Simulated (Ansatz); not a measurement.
The reference is Ga2O3 in the corundum structure (space group R-3c, No. 167; a = 5.058 Å, c = 13.624 Å (hexagonal axes)).

Now apply this change: every Ga is replaced by Al; the structure is relaxed again.

All numbers come from plane-wave PAW DFT at the PBE level (Ansatz, a program for electronic structure, 420 eV), no spin-orbit coupling, earlier PAW set.

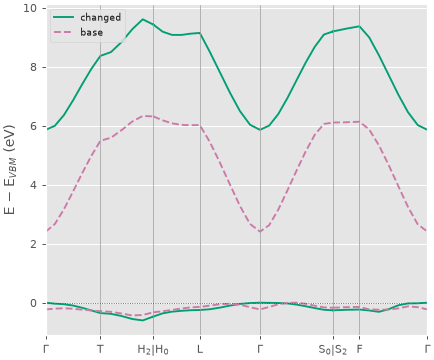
*Highest valence and lowest conduction band along the path, each from its own valence-band maximum*

Question: Read the changed gap and its character from the plot.

Answer: About 5.9 eV, direct at Γ.

No phonon test of stability was made.
